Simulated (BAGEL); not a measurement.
# triplet BrCl: levels of theory compared

We compute a comparison of 6 runs (UHF/STO-3G, UHF/3-21G, ROHF/6-31G*, UHF/6-31G*, ROHF/def2-TZVPPD, UHF/def2-TZVPPD) of triplet BrCl. 

The calculation is run with BAGEL 1.2.2.

8 further runs of the same task are left out: 3 that didn't finish, 5 set aside as unsound or not needed. Runs told in other sessions of the task aren't counted.

## Step 1: The molecule

The species is BrCl (2 atoms), meant as a triplet with charge 0. SMILES of the parent species: `ClBr`. The bond length is the one measured for the parent species. That shape belongs to the parent species and isn't relaxed for this state.

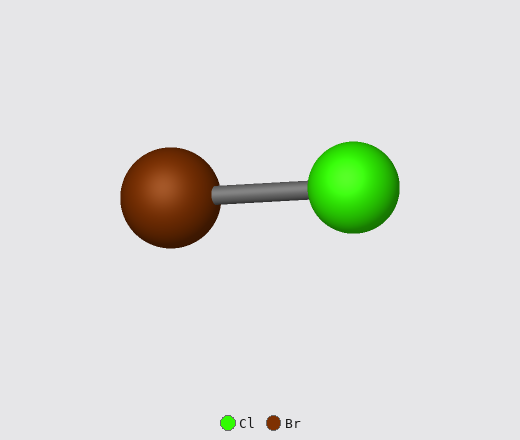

The structure, seen from a chosen angle (chlorine green, bromine brown).

## Step 2: A single-point energy at UHF/STO-3G (density fitting with qzvpp-jkfit) (run 1)

File job.json:

```json
{ "bagel" : [

{
  "title" : "molecule",
  "basis" : "sto-3g",
  "df_basis" : "qzvpp-jkfit",
  "angstrom" : true,
  "geometry" : [
    { "atom" : "Cl", "xyz" : [       0.000000,       0.000000,       0.000000 ] },
    { "atom" : "Br", "xyz" : [       0.000000,       0.000000,       2.136065 ] }
  ]
},

{ "title" : "uhf", "nopen" : 2 },

{ "title" : "print", "file" : "orbitals.molden", "orbitals" : true }

]}
```

Launch:

```console
$ BAGEL_NUM_THREADS=1 BAGEL job.json > job.out
```

Log:

```text
* using 1 threads per process

  ===============================================================
  ===============================================================

  *** Geometry ***

  { "atom" : "Cl", "xyz" : [      0.000000,      0.000000,      0.000000 ] },
  { "atom" : "Br", "xyz" : [      0.000000,      0.000000,      4.036578 ] },

  Number of auxiliary basis functions:      394

  Since a DF basis is specified, we compute 2- and 3-index integrals:
    o Being stored without compression. Storage requirement is 0.002 GB

  Number of basis functions:       27
  Number of electrons      :       52

    * METHOD: MOLECULE                             0.08

  *** Open-shell HF ***

  === Nuclear Repulsion ===
   147.4020876465

      * DIIS with orbital gradients will be used.

  === UHF iteration (sto-3g) ===
      0      -2999.09356357          0.00463059           0.02
      1      -2999.09949464          0.00146659           0.03
      2      -2999.10029027          0.00102146           0.03
      3      -2999.10105364          0.00079100           0.03
      4      -2999.10203854          0.00026565           0.03
      5      -2999.10209982          0.00002237           0.03
      6      -2999.10210041          0.00000126           0.03
      7      -2999.10210041          0.00000045           0.03
      8      -2999.10210041          0.00000004           0.03
      9      -2999.10210041          0.00000000           0.03
    * SCF iteration converged.

    * S^2 (UHF) is 2.0000

    * Permanent dipole moment:
           (    0.000000,    -0.000000,    -1.052973) a.u.

    * METHOD: UHF                                  0.36

    * METHOD: PRINT                                0.00

  ===============================================================
```

Wall time 0.6 s (1 thread of Arm Neoverse V2, shared host).

## Step 3: The energy at UHF/3-21G (density fitting with qzvpp-jkfit) (run 2)

File job.json:

```json
{ "bagel": [

{
  "title": "molecule",
  "basis": "3-21g",
  "df_basis": "qzvpp-jkfit",
  "angstrom": true,
  "geometry": [
    { "atom": "Cl", "xyz": [    0.000000,    0.000000,    0.000000 ] },
    { "atom": "Br", "xyz": [    0.000000,    0.000000,    2.136065 ] }
  ]
},
{ "title": "uhf", "nopen": 2 },
{ "title": "print", "file": "orbitals.molden", "orbitals": true }

]}
```

Launch:

```console
$ BAGEL_NUM_THREADS=1 BAGEL job.json > job.out
```

Log:

```text
* using 1 threads per process

  ===============================================================
  ===============================================================

  *** Geometry ***

  { "atom" : "Cl", "xyz" : [      0.000000,      0.000000,      0.000000 ] },
  { "atom" : "Br", "xyz" : [      0.000000,      0.000000,      4.036578 ] },

  Number of auxiliary basis functions:      394

  Since a DF basis is specified, we compute 2- and 3-index integrals:
    o Being stored without compression. Storage requirement is 0.004 GB

  Number of basis functions:       35
  Number of electrons      :       52

    * METHOD: MOLECULE                             0.08

  *** Open-shell HF ***

  === Nuclear Repulsion ===
   147.4020876465

      * DIIS with orbital gradients will be used.

  === UHF iteration (3-21g) ===
      0      -3017.19573841          0.00719190           0.04
      1      -3017.20675564          0.00228834           0.04
      2      -3017.20815848          0.00132582           0.04
      3      -3017.20850684          0.00083480           0.04
      4      -3017.20894649          0.00071903           0.04
      5      -3017.20977153          0.00027006           0.04
      6      -3017.20984582          0.00017526           0.04
      7      -3017.20987628          0.00008049           0.04
      8      -3017.20987947          0.00000946           0.04
      9      -3017.20987956          0.00000326           0.04
     10      -3017.20987956          0.00000050           0.04
     11      -3017.20987956          0.00000013           0.04
     12      -3017.20987956          0.00000004           0.04
     13      -3017.20987956          0.00000001           0.04
     14      -3017.20987956          0.00000000           0.04
    * SCF iteration converged.

    * S^2 (UHF) is 2.0071

    * Permanent dipole moment:
           (   -0.000000,     0.000000,    -0.928637) a.u.

    * METHOD: UHF                                  0.68

    * METHOD: PRINT                                0.00

  ===============================================================
```

Run time: 0.93 s. Hardware: 1 thread of Arm Neoverse V2, shared host.

Runs 3 to 5 aren't shown in full; the table further down has their settings and results.

## Step 4: The energy at UHF/def2-TZVPPD (density fitting with qzvpp-jkfit) (run 6)

File job.json:

```json
{ "bagel" : [

{
  "title" : "molecule",
  "basis" : "def2-tzvppd.json",
  "df_basis" : "qzvpp-jkfit",
  "angstrom" : true,
  "geometry" : [
    { "atom" : "Cl", "xyz" : [       0.000000,       0.000000,       0.000000 ] },
    { "atom" : "Br", "xyz" : [       0.000000,       0.000000,       2.136065 ] }
  ]
},

{
  "title" : "uhf",
  "nopen" : 2
},

{
  "title" : "print",
  "file" : "orbitals.molden",
  "orbitals" : true
}

]}
```

The basis set def2-TZVPPD is read from a file made from the Basis Set Exchange's data (not shown).

Launch:

```console
$ BAGEL_NUM_THREADS=1 BAGEL job.json > job.out
```

Log:

```text
* using 1 threads per process

  ===============================================================
  ===============================================================

  *** Geometry ***

  { "atom" : "Cl", "xyz" : [      0.000000,      0.000000,      0.000000 ] },
  { "atom" : "Br", "xyz" : [      0.000000,      0.000000,      4.036578 ] },

  Number of auxiliary basis functions:      394

  Since a DF basis is specified, we compute 2- and 3-index integrals:
    o Being stored without compression. Storage requirement is 0.037 GB

  Number of basis functions:      108
  Number of electrons      :       52

    * METHOD: MOLECULE                             0.17

  *** Open-shell HF ***

  === Nuclear Repulsion ===
   147.4020876465

      * DIIS with orbital gradients will be used.

  === UHF iteration (def2-tzvppd.json) ===
      0      -3031.75628486          0.01353805           0.16
      1      -3031.79191769          0.00883378           0.16
      2      -3031.80297589          0.00543179           0.17
      3      -3031.80827999          0.00050939           0.16
      4      -3031.80870368          0.00034739           0.17
      5      -3031.80889303          0.00028560           0.17
[... 13 lines of this table left out ...]
     19      -3031.80944996          0.00000002           0.16
     20      -3031.80944996          0.00000001           0.16
    * SCF iteration converged.

    * S^2 (UHF) is 2.0258

    * Permanent dipole moment:
           (   -0.000000,    -0.000000,    -0.604927) a.u.

    * METHOD: UHF                                  3.68

    * METHOD: PRINT                                0.02

  ===============================================================
```

It took 4.2 s on 1 thread of Arm Neoverse V2, shared host.

## Step 5: All runs side by side

```tsv
run	level	energy (Eh)	dipole moment (D)	⟨S²⟩	wall time
1	UHF/STO-3G (density fitting with qzvpp-jkfit)	-2999.102100	2.68	2.000	0.6 s
2	UHF/3-21G (density fitting with qzvpp-jkfit)	-3017.209880	2.36	2.007	0.93 s
3	ROHF/6-31G* (density fitting with qzvpp-jkfit, spherical functions)	-3031.448267	1.94	2.000	1.6 s
4	UHF/6-31G* (density fitting with qzvpp-jkfit, spherical functions)	-3031.455778	1.78	2.016	1.5 s
5	ROHF/def2-TZVPPD (density fitting with qzvpp-jkfit)	-3031.799445	1.72	2.000	3.9 s
6	UHF/def2-TZVPPD (density fitting with qzvpp-jkfit)	-3031.809450	1.54	2.026	4.2 s
```

## Step 6: Outcome

| quantity | value |
| --- | --- |
| run 6: total energy | -3031.80945 Eh |
| run 6: dipole moment | 1.54 D |
| run 6: ⟨S²⟩ | 2.026 |

In words: The dipole moment (its size) runs from 1.54 D (UHF/def2-TZVPPD) to 2.68 D (UHF/STO-3G). In run 1 the basis is minimal, so the values are rough. All runs together took 13 s, the longest 4.2 s.

Huber and Herzberg's tables give the ground state of this molecule as 1Σ+; the runs here treat another spin state.
